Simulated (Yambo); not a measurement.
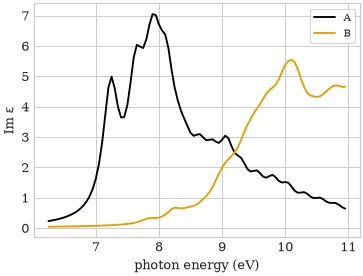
Figure: Two computed absorption spectra of CaClOH (space group P6_3mc, No. 186) (Yambo, LDA bands with the same scissor, field along x)

Axes are Cartesian, with cell vectors (Å) (3.87, 0.00, 0.00), (-1.93, 3.35, 0.00), (0.00, 0.00, 9.81).

Q: Which curve includes the electron-hole attraction (BSE)?

A: Curve A: the attraction moves weight to lower energy (centre of the plotted range 8.4 eV against 9.9 eV). Settings: 9×9×2 mesh, 10 valence and 8 conduction bands, static screening with 71 bands and a 3 Ry block, scissor 2.77 eV, Tamm-Dancoff. The scissor comes from a G0W0 run whose convergence isn't established. Broadening 0.15 eV. The band window holds all transitions up to 11.0 eV. On this mesh the peak heights and the fine structure are mesh artefacts; only the shift of weight is robust.

Geometry of the Materials Project entry, not relaxed at this level; primitive cell a = 3.870 Å, b = 3.870 Å, c = 9.810 Å, α = 90.00°, β = 90.00°, γ = 120.00°.

The structure is a Materials Project entry; no match was found in the copy of COD used, and its stability was not checked.
